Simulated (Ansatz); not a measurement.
## Run report: CH4BrClSi, single-point calculation

System: CH4BrClSi.
Method: RHF-CCSD(T), frozen core/def2-TZVPP (Ansatz 0.2.0).

The geometry comes from this level: PBE0-D4/def2-TZVP.

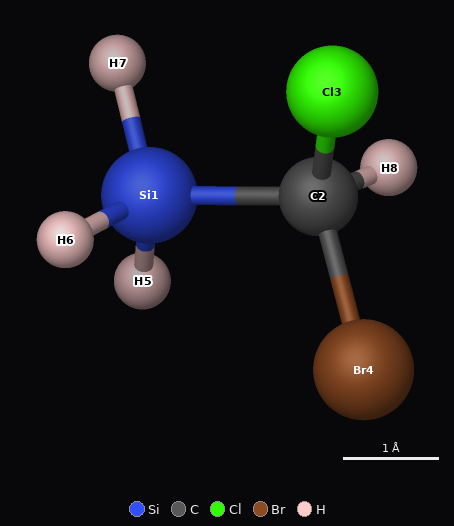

*The structure (ball-and-stick view, seen at a tilt; atoms are numbered from 1 in the order of the input).*

Bond lengths as drawn: Br–C 1.95 Å, C–Cl 1.77 Å, C–H 1.09 Å, C–Si 1.89 Å and H–Si 1.48 Å.

Input file:
```yaml
crystal:
  periodic: [false, false, false]
  atoms:
    - {symbol: Si, position_ang: [-0.193093, 0.866537, 0.401936]}
    - {symbol: C, position_ang: [0.333748, -0.739333, -0.453265]}
    - {symbol: Cl, position_ang: [1.075466, -1.834246, 0.721665]}
    - {symbol: Br, position_ang: [-1.224760, -1.534774, -1.302820]}
    - {symbol: H, position_ang: [-0.770794, 1.774730, -0.618873]}
    - {symbol: H, position_ang: [-1.193007, 0.522000, 1.437068]}
    - {symbol: H, position_ang: [1.011263, 1.482301, 1.013980]}
    - {symbol: H, position_ang: [1.053379, -0.594315, -1.255593]}
basis:
  gaussian: {orbitals: def2-TZVPP}
correlation: {method: ccsd_t}
```

Run on 4 threads of Arm Neoverse V2, 23 GiB of memory available, shared host.

Command:
```bash
ansatz run in.yaml --threads 4 --pin off --events-out ev --progress --plain --max-ram 10444MiB
```

What the program printed:
```
Functional definition: HF
  name "HF"
  cite "Fock, Z. Phys. 61, 126 (1930) doi:10.1007/BF01340294"
  parent pbe
  exchange = exact_x
  correlation = 0
1314 factors; integrals over basis functions are off by at most 9.0e-4 eV
mean field evaluation 1: about -91457.6326 eV, gradient 1.7e1 eV
mean field evaluation 2: about -91457.8900 eV, gradient 1.8e1 eV
mean field evaluation 4: about -91459.3172 eV, gradient 3.9e0 eV
mean field evaluation 8: about -91459.3676 eV, gradient 1.7e-1 eV
mean field evaluation 16: about -91458.8493 eV, gradient 8.0e0 eV
mean field -91459.36780852 eV, -3361.0697735770 hartree, gradient 2.8e-6 eV, S^2 0.000000; 0 other end points of the search recorded, 0 dependent functions left out
20 core orbitals not correlated: weight in the atoms' cores, before any rotation towards them, 1.000 or more for the frozen orbitals, at most 0.000 for the correlated occupied ones
reference -91459.36780852 eV, -3361.0697735770 hartree; 18, 18 occupied and 181, 181 virtual orbitals, 1314 factors
second order -20.87934933 eV of doubles, -0.00000000 eV of singles
cycle   1  -21.45723311 eV  change   -5.8e-1 eV  update   9.9e-2
cycle   2  -22.02960852 eV  change   -5.7e-1 eV  update   2.9e-2
cycle   3  -22.12132135 eV  change   -9.2e-2 eV  update   1.3e-2
cycle   4  -22.11117821 eV  change    1.0e-2 eV  update   3.0e-3
cycle   5  -22.11119287 eV  change   -1.5e-5 eV  update   1.2e-3
cycle   6  -22.11123605 eV  change   -4.3e-5 eV  update   3.4e-4
cycle   7  -22.11109638 eV  change    1.4e-4 eV  update   1.3e-4
cycle   8  -22.11110536 eV  change   -9.0e-6 eV  update   4.4e-5
```

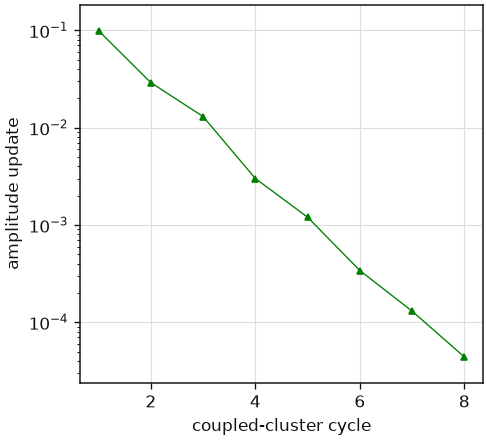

*Convergence of the coupled-cluster equations: amplitude update against the coupled-cluster cycle.*

The residual falls at every step.

```
perturbative correction -0.88894370 eV, -0.0326680784 hartree
Total energy: -91482.36785758 eV, -3361.9150097901 hartree
```

Results in brief:

```json
{"quantity": "outcome", "value": "converged"}
{"quantity": "total energy", "value": "−91482.3679 eV"}
{"quantity": "mean-field energy", "value": "−91459.3678 eV"}
{"quantity": "CCSD correlation", "value": "−22.1111 eV"}
{"quantity": "(T) correction", "value": "−0.8889 eV"}
{"quantity": "T1 diagnostic", "value": "0.009"}
{"quantity": "SCF solution under orbital rotations", "value": "stable"}
{"quantity": "wall time", "value": "90 s (CPU time 5.9 min)"}
{"quantity": "peak memory", "value": "3.2 GiB"}
```
